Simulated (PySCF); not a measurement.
## Run report: AlHBrF, single-point calculation (part 1 of 2)

The run: single-point calculation of AlHBrF, multiplicity 3, SMILES [F][AlH][Br]. Method and program: NEVPT2/cc-pVDZ, ROHF (PySCF 2.14.0).

The run did not end well. The geometry is that of the parent species in another charge or spin state. The geometry comes from this level: PBE0-D4/def2-TZVP. Figures and captions count atoms from 1; the log counts them from 0 in places.

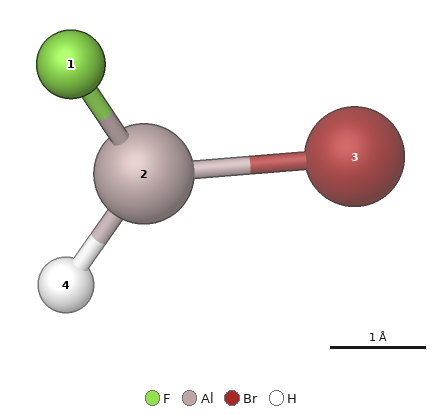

*The input geometry (ball-and-stick view, seen at a tilt; atoms are numbered from 1 in the order of the input). Sticks mark near contacts.*

Bond lengths as drawn: Al–Br 2.24 Å, Al–F 1.64 Å and Al–H 1.56 Å.

**The input (job.py)**
```python
import numpy
from pyscf import gto, scf, mp, mcscf, mrpt

system = gto.M(
    atom=[
    ('F', (0.779100, -0.805100, 1.280100)),
    ('Al', (0.132300, 0.076200, 0.056400)),
    ('Br', (-1.566600, -0.822700, -1.088000)),
    ('H', (0.710500, 1.491300, -0.268800)),
],
    spin=2,
    verbose=4,
    basis='cc-pvdz',
    max_memory=1860,
)

mf = scf.ROHF(system)
mf.conv_tol = 1e-10
mf.kernel()
if not mf.converged:
    mf = mf.newton().run(mf.mo_coeff, mf.mo_occ)

pt = mp.MP2(scf.addons.convert_to_uhf(mf)).run()
noons, natorbs = mcscf.addons.make_natural_orbitals(pt)
print('natural occupations', numpy.round(noons[:40], 4))
cas = mcscf.CASSCF(mf, 4, 4)
cas.fix_spin_(ss=2.0)
cas.natorb = True
cas.kernel(natorbs)
e_pt2 = mrpt.NEVPT(cas).kernel()
energy = cas.e_tot + e_pt2
print('E = %.10f Eh' % energy)
```

Run as:
```bash
OMP_NUM_THREADS=1 python job.py
```

**Log**
```
PySCF version 2.14.0

[INPUT] num. atoms = 4
[INPUT] num. electrons = 58
[INPUT] charge = 0
[INPUT] spin (= nelec alpha-beta = 2S) = 2
[INPUT] symmetry False subgroup None
[INPUT] Mole.unit = angstrom
[INPUT] Symbol           X                Y                Z      unit          X                Y                Z       unit  Magmom
[INPUT]  1 F      0.779100000000  -0.805100000000   1.280100000000 AA    1.472285623649  -1.521418502887   2.419038412056 Bohr   0.0
[INPUT]  2 Al     0.132300000000   0.076200000000   0.056400000000 AA    0.250010766280   0.143997130692   0.106580553425 Bohr   0.0
[INPUT]  3 Br    -1.566600000000  -0.822700000000  -1.088000000000 AA   -2.960444946744  -1.554677682680  -2.056022023527 Bohr   0.0
[INPUT]  4 H      0.710500000000   1.491300000000  -0.268800000000 AA    1.342650411503   2.818148569564  -0.507958382283 Bohr   0.0

nuclear repulsion = 207.028600942315
number of shells = 19
number of NR pGTOs = 151
number of NR cGTOs = 64
basis = cc-pvdz
ecp = {}

******** <class 'pyscf.scf.rohf.ROHF'> ********
method = ROHF
initial guess = minao
damping factor = 0
level_shift factor = 0
DIIS = <class 'pyscf.scf.diis.CDIIS'>
diis_start_cycle = 1
diis_space = 8
diis_damp = 0
SCF conv_tol = 1e-10
SCF conv_tol_grad = None
SCF max_cycles = 50
direct_scf = True
direct_scf_tol = 1e-13
num. doubly occ = 28  num. singly occ = 2
Set gradient conv threshold to 1e-05
init E= -2913.32349077253
  HOMO = 0.0172559303430817  LUMO = 0.0282099174894541  gap/eV = 0.29807
cycle= 1 E= -2914.09444556819  delta_E= -0.771  |g|= 0.545  |ddm|= 2.38
  HOMO = -0.032378788538991  LUMO = 0.0260522744950711  gap/eV = 1.58999
cycle= 2 E= -2914.12958530474  delta_E= -0.0351  |g|= 0.472  |ddm|=  1.1
  HOMO = -0.0138152762153476  LUMO = 0.0461410445638979  gap/eV = 1.63149
cycle= 3 E= -2914.18144595749  delta_E= -0.0519  |g|= 0.0423  |ddm|= 0.299
  HOMO = -0.00536554114613708  LUMO = 0.0552237078518694  gap/eV = 1.64872
cycle= 4 E= -2914.18416492063  delta_E= -0.00272  |g|= 0.0233  |ddm|= 0.213
  HOMO = -0.00787639200086954  LUMO = 0.053230014155794  gap/eV = 1.66279
cycle= 5 E= -2914.18507831257  delta_E= -0.000913  |g|= 0.0123  |ddm|= 0.109
  HOMO = -0.0081493127173573  LUMO = 0.053181751092108  gap/eV = 1.66890
cycle= 6 E= -2914.18576192126  delta_E= -0.000684  |g|= 0.00983  |ddm|= 0.124
  HOMO = -0.007967522035492  LUMO = 0.0529782655559217  gap/eV = 1.65842
cycle= 7 E= -2914.18603984504  delta_E= -0.000278  |g|= 0.00805  |ddm|= 0.079
  HOMO = -0.00803489802803714  LUMO = 0.0524600296959958  gap/eV = 1.64615
cycle= 8 E= -2914.1862441346  delta_E= -0.000204  |g|= 0.00991  |ddm|= 0.0379
  HOMO = -0.00755642410704382  LUMO = 0.0533532766459208  gap/eV = 1.65744
cycle= 9 E= -2914.1859425699  delta_E= 0.000302  |g|= 0.00755  |ddm|= 0.061
  HOMO = -0.00723427823548395  LUMO = 0.0542766758442079  gap/eV = 1.67380
cycle= 10 E= -2914.18578632489  delta_E= 0.000156  |g|= 0.00382  |ddm|= 0.0731
  HOMO = -0.00694811920113025  LUMO = 0.054352183701436  gap/eV = 1.66807
cycle= 11 E= -2914.18579066532  delta_E= -4.34e-06  |g|= 0.00137  |ddm|= 0.0272
  HOMO = -0.0068574516416291  LUMO = 0.0542672323822009  gap/eV = 1.66329
cycle= 12 E= -2914.18579854911  delta_E= -7.88e-06  |g|= 0.00145  |ddm|= 0.0115
  HOMO = -0.00684853656229834  LUMO = 0.0542897713931252  gap/eV = 1.66366
cycle= 13 E= -2914.18579407445  delta_E= 4.47e-06  |g|= 0.00122  |ddm|= 0.00682
  HOMO = -0.00683187820067666  LUMO = 0.0544904608772594  gap/eV = 1.66867
cycle= 14 E= -2914.18578349679  delta_E= 1.06e-05  |g|= 0.000437  |ddm|= 0.032
  HOMO = -0.00674516319306573  LUMO = 0.0544659822073363  gap/eV = 1.66564
cycle= 15 E= -2914.18578336736  delta_E= 1.29e-07  |g|= 0.000105  |ddm|= 0.00711
  HOMO = -0.00671625959844491  LUMO = 0.0544554531456161  gap/eV = 1.66457
cycle= 16 E= -2914.18578339032  delta_E= -2.3e-08  |g|= 4.69e-05  |ddm|= 0.000594
  HOMO = -0.00672185482432042  LUMO = 0.0544555713785062  gap/eV = 1.66472
cycle= 17 E= -2914.18578339419  delta_E= -3.88e-09  |g|= 2.63e-05  |ddm|= 0.000204
  HOMO = -0.00672476927105947  LUMO = 0.0544545830589191  gap/eV = 1.66477
cycle= 18 E= -2914.18578339575  delta_E= -1.56e-09  |g|= 1.29e-05  |ddm|= 0.000202
  HOMO = -0.00672524657112383  LUMO = 0.0544531299591648  gap/eV = 1.66475
cycle= 19 E= -2914.18578339671  delta_E= -9.58e-10  |g|= 6.79e-06  |ddm|= 0.000128
  HOMO = -0.00672534351367737  LUMO = 0.0544526014824047  gap/eV = 1.66474
cycle= 20 E= -2914.18578339727  delta_E= -5.56e-10  |g|= 4.86e-06  |ddm|= 9.22e-05
  HOMO = -0.00672562509288088  LUMO = 0.0544521901186652  gap/eV = 1.66473
cycle= 21 E= -2914.18578339753  delta_E= -2.62e-10  |g|= 4.94e-06  |ddm|= 5.71e-05
  HOMO = -0.00672551689894263  LUMO = 0.0544523785943429  gap/eV = 1.66474
cycle= 22 E= -2914.18578339758  delta_E= -5.5e-11  |g|= 4.08e-06  |ddm|= 3.32e-05
  HOMO = -0.00672585850027119  LUMO = 0.0544520728794504  gap/eV = 1.66474
```

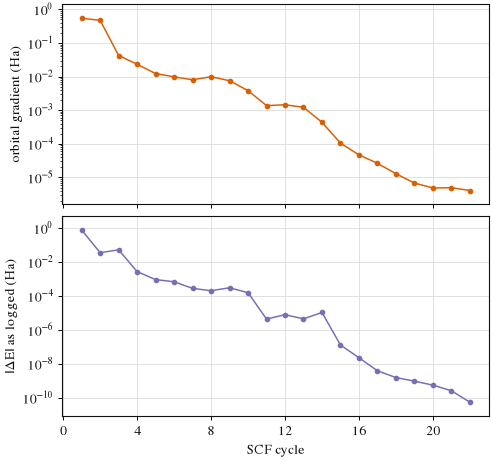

*Convergence of the self-consistent field: orbital gradient and size of the energy change against the SCF cycle.*

The residual is still falling at the last step (down to 4 × 10⁻⁶), so the run was stopped before it got there.

```
Extra cycle  E= -2914.18578339766  delta_E= -7.46e-11  |g|= 4.11e-06  |ddm|= 2.63e-05
converged SCF energy = -2914.18578339766

******** <class 'pyscf.mp.ump2.UMP2'> ********
nocc = (np.int64(30), np.int64(28)), nmo = (64, 64)
E(UMP2) = -2914.582965829  E_corr = -0.397182431346852
E(SCS-UMP2) = -2914.56650307305  E_corr = -0.380719675396303
E_corr(same-spin) = -0.110652971792214
E_corr(oppo-spin) = -0.286529459554637
natural occupations [2.     2.     2.     2.     2.     2.     1.9999 1.9999 1.9999 1.9998
 1.9998 1.9998 1.9996 1.9996 1.9995 1.9993 1.9993 1.9993 1.9993 1.9993
 1.9895 1.9859 1.9736 1.9725 1.9718 1.9645 1.9643 1.9547 1.0069 0.9855
 0.0276 0.0249 0.0228 0.017  0.0164 0.0138 0.0133 0.0132 0.0107 0.0102]

******** <class 'pyscf.mcscf.mc1step.CASSCF'> ********
CAS (3e+1e, 4o), ncore = 27, nvir = 33
max_cycle_macro = 50
max_cycle_micro = 4
conv_tol = 1e-07
conv_tol_grad = None
orbital rotation max_stepsize = 0.02
orbital rotation threshold for CI restart = 0.01
augmented hessian ah_max_cycle = 30
augmented hessian ah_conv_tol = 1e-12
augmented hessian ah_linear dependence = 1e-14
augmented hessian ah_level shift = 1e-08
augmented hessian ah_start_tol = 2.5
augmented hessian ah_start_cycle = 3
augmented hessian ah_grad_trust_region = 3
kf_trust_region = 3
kf_interval = 4
ci_response_space = 4
ci_grad_trust_region = 3
with_dep4 0
natorb = True
canonicalization = True
sorting_mo_energy = False
ao2mo_level = 2
internal_rotation = False
******** <class 'pyscf.fci.addons.SpinPenaltyFCISolver'> ********
max. cycles = 50
conv_tol = 1e-08
davidson only = True
linear dependence = 1e-12
level shift = 0.001
max iter space = 12
nroots = 1
pspace_size = 400
spin = None
CASCI E = -2914.18605187331  S^2 = 2.0000000
Set conv_tol_grad to 0.000316228
macro iter   1 ( 21 JK    4 micro), CASSCF E = -2914.18991458121  dE = -3.86270791e-03  S^2 = 2.0000000
               |grad[o]|=0.00808  |grad[c]|=0.0155  |ddm|=0.0125  |maxRot[o]|=0.308
macro iter   2 ( 21 JK    4 micro), CASSCF E = -2914.19584522734  dE = -5.93064613e-03  S^2 = 2.0000000
               |grad[o]|=0.014  |grad[c]|=0.00979  |ddm|=0.0668  |maxRot[o]|=0.229
macro iter   3 ( 21 JK    4 micro), CASSCF E = -2914.23381195164  dE = -3.79667243e-02  S^2 = 2.0000000
               |grad[o]|=0.114  |grad[c]|=0.0376  |ddm|=0.131  |maxRot[o]|=0.226
macro iter   4 ( 21 JK    4 micro), CASSCF E = -2914.23712679778  dE = -3.31484614e-03  S^2 = 2.0000000
               |grad[o]|=0.0203  |grad[c]|=0.00812  |ddm|=0.0754  |maxRot[o]|=0.159
macro iter   5 ( 19 JK    4 micro), CASSCF E = -2914.24260380257  dE = -5.47700479e-03  S^2 = 2.0000000
               |grad[o]|=0.0342  |grad[c]|=0.00815  |ddm|=0.193  |maxRot[o]|=0.161
macro iter   6 ( 17 JK    4 micro), CASSCF E = -2914.24436341002  dE = -1.75960745e-03  S^2 = 2.0000000
               |grad[o]|=0.0245  |grad[c]|=0.00246  |ddm|=0.0934  |maxRot[o]|=0.171
macro iter   7 ( 21 JK    4 micro), CASSCF E = -2914.24467661600  dE = -3.13205980e-04  S^2 = 2.0000000
               |grad[o]|=0.00738  |grad[c]|=0.00443  |ddm|=0.00598  |maxRot[o]|=0.158
macro iter   8 ( 21 JK    4 micro), CASSCF E = -2914.24498936144  dE = -3.12745434e-04  S^2 = 2.0000000
               |grad[o]|=0.00725  |grad[c]|=0.00333  |ddm|=0.00716  |maxRot[o]|= 0.16
macro iter   9 ( 21 JK    4 micro), CASSCF E = -2914.24521378635  dE = -2.24424912e-04  S^2 = 2.0000000
               |grad[o]|=0.00588  |grad[c]|=0.00071  |ddm|=0.0165  |maxRot[o]|=0.154
macro iter  10 ( 22 JK    4 micro), CASSCF E = -2914.24533633930  dE = -1.22552951e-04  S^2 = 2.0000000
               |grad[o]|=0.00453  |grad[c]|=0.00045  |ddm|=0.0251  |maxRot[o]|=0.074
macro iter  11 ( 20 JK    4 micro), CASSCF E = -2914.24538708067  dE = -5.07413743e-05  S^2 = 2.0000000
               |grad[o]|=0.00129  |grad[c]|=0.000432  |ddm|=0.0191  |maxRot[o]|=0.0849
macro iter  12 ( 20 JK    4 micro), CASSCF E = -2914.24540959625  dE = -2.25155786e-05  S^2 = 2.0000000
               |grad[o]|=0.00135  |grad[c]|=0.000476  |ddm|=0.0152  |maxRot[o]|=0.0497
macro iter  13 ( 22 JK    4 micro), CASSCF E = -2914.24541917176  dE = -9.57550401e-06  S^2 = 2.0000000
               |grad[o]|=0.000665  |grad[c]|=0.000386  |ddm|=0.0111  |maxRot[o]|=0.0356
macro iter  14 ( 19 JK    4 micro), CASSCF E = -2914.24542395064  dE = -4.77888079e-06  S^2 = 2.0000000
               |grad[o]|=0.000573  |grad[c]|=0.000343  |ddm|=0.00747  |maxRot[o]|=0.0189
macro iter  15 ( 16 JK    4 micro), CASSCF E = -2914.24542711700  dE = -3.16636579e-06  S^2 = 2.0000000
               |grad[o]|=0.00046  |grad[c]|=0.000307  |ddm|=0.00571  |maxRot[o]|=0.00999
macro iter  16 (  9 JK    4 micro), CASSCF E = -2914.24542958003  dE = -2.46302670e-06  S^2 = 2.0000000
               |grad[o]|=0.000432  |grad[c]|=0.000268  |ddm|=0.00517  |maxRot[o]|=0.0088
macro iter  17 (  9 JK    4 micro), CASSCF E = -2914.24543154721  dE = -1.96718065e-06  S^2 = 2.0000000
               |grad[o]|=0.000394  |grad[c]|=0.000245  |ddm|=0.00454  |maxRot[o]|=0.00689
macro iter  18 (  9 JK    4 micro), CASSCF E = -2914.24543316779  dE = -1.62058404e-06  S^2 = 2.0000000
               |grad[o]|=0.00037  |grad[c]|=0.000227  |ddm|=0.00404  |maxRot[o]|=0.00461
macro iter  19 (  9 JK    4 micro), CASSCF E = -2914.24543457946  dE = -1.41166493e-06  S^2 = 2.0000000
               |grad[o]|=0.000336  |grad[c]|=0.000217  |ddm|=0.00367  |maxRot[o]|=0.00309
macro iter  20 (  9 JK    4 micro), CASSCF E = -2914.24543580385  dE = -1.22438996e-06  S^2 = 2.0000000
               |grad[o]|=0.000325  |grad[c]|=0.000204  |ddm|=0.00341  |maxRot[o]|=0.00236
macro iter  21 (  9 JK    4 micro), CASSCF E = -2914.24543687720  dE = -1.07334745e-06  S^2 = 2.0000000
               |grad[o]|=0.000293  |grad[c]|=0.000191  |ddm|=0.00319  |maxRot[o]|=0.00198
macro iter  22 (  3 JK    1 micro), CASSCF E = -2914.24543712517  dE = -2.47974185e-07  S^2 = 2.0000000
               |grad[o]|=0.000278  |grad[c]|=0.000188  |ddm|=0.001  |maxRot[o]|=0.000435
macro iter  23 (  3 JK    1 micro), CASSCF E = -2914.24543736190  dE = -2.36730557e-07  S^2 = 2.0000000
               |grad[o]|=0.000268  |grad[c]|=0.000183  |ddm|=0.000988  |maxRot[o]|=0.000419
macro iter  24 (  3 JK    1 micro), CASSCF E = -2914.24543759168  dE = -2.29781563e-07  S^2 = 2.0000000
               |grad[o]|=0.000262  |grad[c]|=0.00018  |ddm|=0.000973  |maxRot[o]|=0.000419
macro iter  25 (  3 JK    1 micro), CASSCF E = -2914.24543781501  dE = -2.23330971e-07  S^2 = 2.0000000
               |grad[o]|=0.000259  |grad[c]|=0.000177  |ddm|=0.000826  |maxRot[o]|=0.000413
macro iter  26 (  3 JK    1 micro), CASSCF E = -2914.24543803135  dE = -2.16336502e-07  S^2 = 2.0000000
               |grad[o]|=0.000255  |grad[c]|=0.000177  |ddm|=0.000811  |maxRot[o]|=0.000422
macro iter  27 (  3 JK    1 micro), CASSCF E = -2914.24543822277  dE = -1.91414983e-07  S^2 = 2.0000000
               |grad[o]|=0.000226  |grad[c]|=0.000174  |ddm|=0.0008  |maxRot[o]|=0.000362
macro iter  28 (  3 JK    1 micro), CASSCF E = -2914.24543842500  dE = -2.02234332e-07  S^2 = 2.0000000
               |grad[o]|=0.000244  |grad[c]|=0.000172  |ddm|=0.000786  |maxRot[o]|=0.00041
macro iter  29 (  3 JK    1 micro), CASSCF E = -2914.24543860324  dE = -1.78244136e-07  S^2 = 2.0000000
               |grad[o]|=0.000219  |grad[c]|=0.000169  |ddm|=0.000777  |maxRot[o]|=0.000362
macro iter  30 (  3 JK    1 micro), CASSCF E = -2914.24543877550  dE = -1.72254204e-07  S^2 = 2.0000000
               |grad[o]|=0.000214  |grad[c]|=0.000166  |ddm|=0.00077  |maxRot[o]|=0.000354
macro iter  31 (  3 JK    1 micro), CASSCF E = -2914.24543894288  dE = -1.67386588e-07  S^2 = 2.0000000
               |grad[o]|=0.000211  |grad[c]|=0.000163  |ddm|=0.000763  |maxRot[o]|=0.000344
macro iter  32 (  3 JK    1 micro), CASSCF E = -2914.24543910578  dE = -1.62898232e-07  S^2 = 2.0000000
               |grad[o]|=0.000208  |grad[c]|=0.000161  |ddm|=0.000755  |maxRot[o]|=0.000339
macro iter  33 (  3 JK    1 micro), CASSCF E = -2914.24543926433  dE = -1.58544935e-07  S^2 = 2.0000000
```
